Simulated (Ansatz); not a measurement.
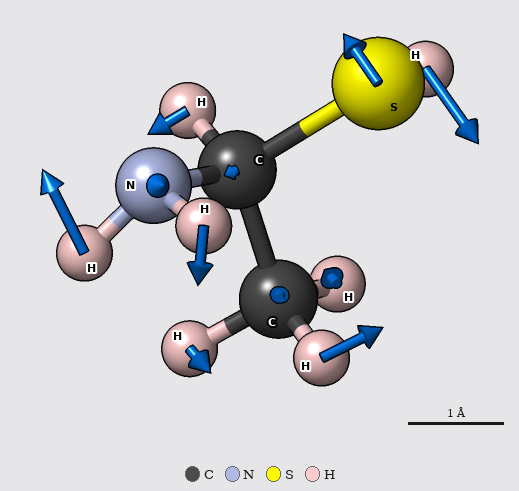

A relaxation of C2H7NS (coarse preliminary run). The starting structure is drawn; blue arrows show the displacements, 3 times their true length. The two geometries are superimposed by the best rigid fit.

The picture is a ball-and-stick view, seen from a free direction.

The start comes from a force field.

All numbers below come from RKS PBE-D4/def2-SVP (Ansatz 0.2.0).

Input
```yaml
crystal:
  periodic: [false, false, false]
  atoms:
    - {symbol: C, position_ang: [-0.689800, -0.591700, 0.575600]}
    - {symbol: C, position_ang: [0.039000, 0.324200, -0.412100]}
    - {symbol: N, position_ang: [0.917900, 1.214600, 0.280500]}
    - {symbol: S, position_ang: [1.086000, -0.704400, -1.534300]}
    - {symbol: H, position_ang: [-1.427600, -1.219300, 0.016500]}
    - {symbol: H, position_ang: [-0.078700, -1.148300, 1.183900]}
    - {symbol: H, position_ang: [-1.313600, 0.074700, 1.242700]}
    - {symbol: H, position_ang: [-0.615200, 0.941700, -1.013900]}
    - {symbol: H, position_ang: [1.712100, 0.667200, 0.720100]}
    - {symbol: H, position_ang: [0.478900, 1.644400, 1.108200]}
    - {symbol: H, position_ang: [-0.043600, -1.260100, -2.146500]}
basis:
  gaussian: {orbitals: def2-SVP}
hamiltonian: {xc: pbe, dispersion: d4}
relax: {f_tol: 0.03, max_steps: 200}
```

Command:
```bash
ansatz run in.yaml --threads 2 --pin off --events-out ev --progress --plain --max-ram 4352MiB
```

Which element moves most?

Answer. Hydrogen: up to 0.35 Å, against 0.24 Å for sulfur.

What happened in the run?

Answer. Over 6 accepted moves (7 points after the start) the energy falls by 37.4 kJ/mol. The largest force component goes from 3.5 to 0.026 eV/Å. The line search rejected the trial step at point 4 of the run. The atom that moves furthest after the best rigid fit is H11 (0.35 Å). Largest moves by element: H 0.35 Å, S 0.24 Å, N 0.11 Å, C 0.08 Å. Among the contacts that change: C1–H6 1.026 → 1.110 Å, S4–H11 1.400 → 1.363 Å, N3–H9 1.060 → 1.029 Å, C2–H8 1.082 → 1.111 Å. Bond angles that change, for instance: H9–N3–H10 101.6° → 107.4°, C1–C2–N3 110.6° → 115.9°, C1–C2–H8 114.3° → 109.4°. Groups turn about C2–S4 by about 30°, C2–N3 by about 25°.
